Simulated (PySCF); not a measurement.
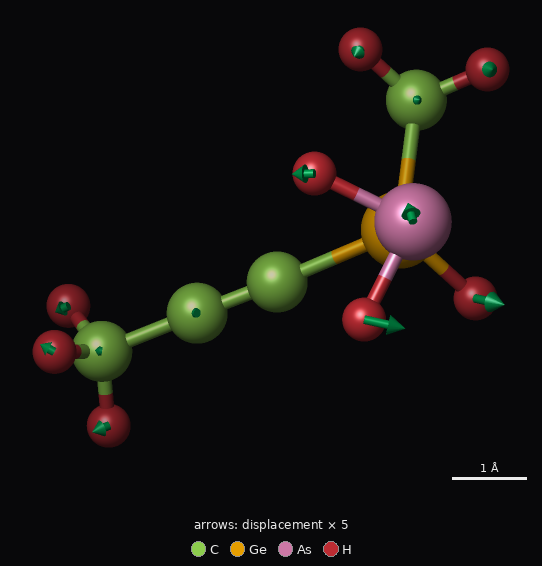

This is a relaxation of C4H9AsGe. The starting structure is drawn; green arrows show the displacements, 5 times their true length. The two geometries are superimposed by the best rigid fit.

A ball-and-stick model, seen from a free direction.

The start comes from GFN2-xTB.

The calculation used PBE0-D3(BJ)/def2-SVP geometry optimisation, gas phase in PySCF 2.14.0, density-fitted response routines. 

Atoms of which element are displaced furthest, and by how much?

Answer. Hydrogen: up to 0.12 Å, against 0.07 Å for arsenic.

Describe the change and its energy.

Answer. The atom that moves furthest after the best rigid fit is an H atom (0.12 Å). Largest moves by element: H 0.12 Å, As 0.07 Å, Ge 0.07 Å, C 0.02 Å. Near-neighbour distances that change, for instance: C–Ge 1.983 → 1.951 Å, As–Ge 2.406 → 2.430 Å, As–H 1.501 → 1.525 Å, Ge–H 1.529 → 1.542 Å. Among the angles between lasting bonds that change: C–Ge–H 104.1° → 108.7°, As–Ge–H 112.3° → 107.9°, C–Ge–H 107.2° → 110.7°. The energy falls by 2.16 kcal/mol in 9 geometry steps. Largest force component: 1.5 eV/Å at the start, 0.02 eV/Å at the end.
